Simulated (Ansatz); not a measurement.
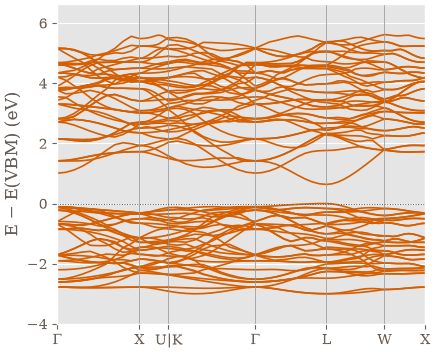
Figure: Band structure from PBE in the plane-wave PAW code Ansatz

Problem. Read off the gap and where the band edges lie.

Solution. About 0.6 eV (0.64 eV by a search for the band edges); maximum at L, minimum at L.

Problem. Pick the material that matches.
(A) Ge, Fd-3m (Ge on 8b, Ge on 32e, Ge on 96g)
(B) Cu2O, Fd-3m (O on 8b, Cu on 16d)
(C) YN, rock salt
(D) Zn2GeO4, spinel

Solution. A, Ge, Fd-3m (Ge on 8b, Ge on 32e, Ge on 96g)

The workflow started from a Materials Project entry (that database holds measured and hypothetical structures alike). Its sites differ from those of the usual phase in this space group: another stacking or structure type. The PBE relaxation kept the symmetry of its start; whether a distortion lowers the energy is not shown. Spin–orbit coupling is left out wherever it is not named.

Potentials: the earlier of the program's two PAW sets.
